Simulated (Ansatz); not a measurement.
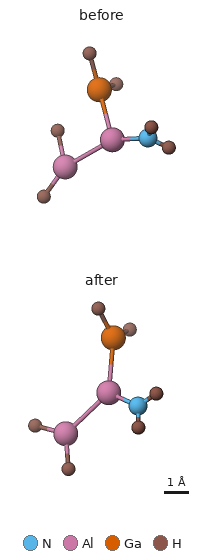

The structure of GaAl₂NH₆ before (top) and after (bottom) a relaxation, at one scale.

Style: ball-and-stick. Shown at a tilt.

The start comes from GFN2-xTB.

Method: Ansatz 0.2.0, RKS PBE0-D4/def2-TZVP. Set-up: force threshold 0.005 eV/Å; at most 150 steps.

What changed between the two?

Answer. An H atom moves most after the best rigid fit: 1.62 Å. Largest moves by element: H 1.62 Å, Ga 0.94 Å, Al 0.72 Å, N 0.52 Å. Some distances before and after: Al–H 1.701 → 1.597 Å, Ga–H 1.673 → 1.584 Å, Al–Ga 2.595 → 2.526 Å, Al–Al 2.562 → 2.609 Å. Among the angles between lasting bonds that change: N–Al–Al 155.2° → 114.2°, Al–Al–H 83.0° → 122.7°, Al–Al–Ga 89.7° → 128.0°. Groups turn about Al–N by about 70°. The energy falls by 104.4 kJ/mol in 23 accepted moves (26 points after the start). Largest force component: 1 eV/Å at the start, 0.0044 eV/Å at the end. The line search rejected the trial steps at points 8, 18, 24 of the run.
